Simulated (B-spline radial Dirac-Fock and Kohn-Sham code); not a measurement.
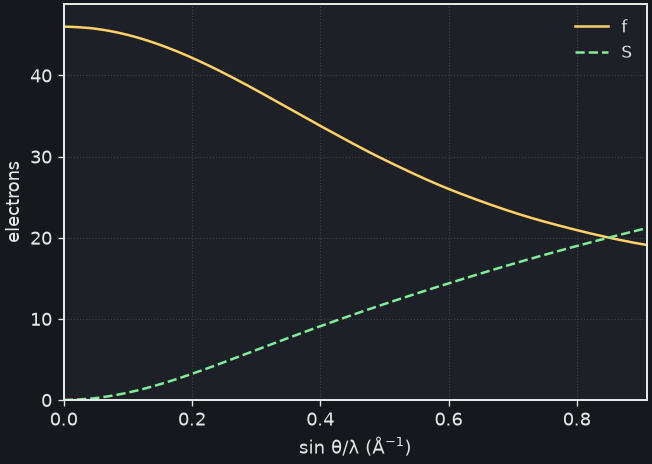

The X-ray form factor f and the incoherent scattering function S against sin θ/λ. The calculation used the spherical Dirac–Fock density (average of configuration), S by Waller and Hartree (a radial B-spline solver).

### The nuclear charge is 55. What is the species?

Cs⁹⁺: f(0) = 46 electrons, so the charge is 55 − 46 = +9.

### What is f at sin θ/λ = 0.91 Å⁻¹?

19.1 electrons.
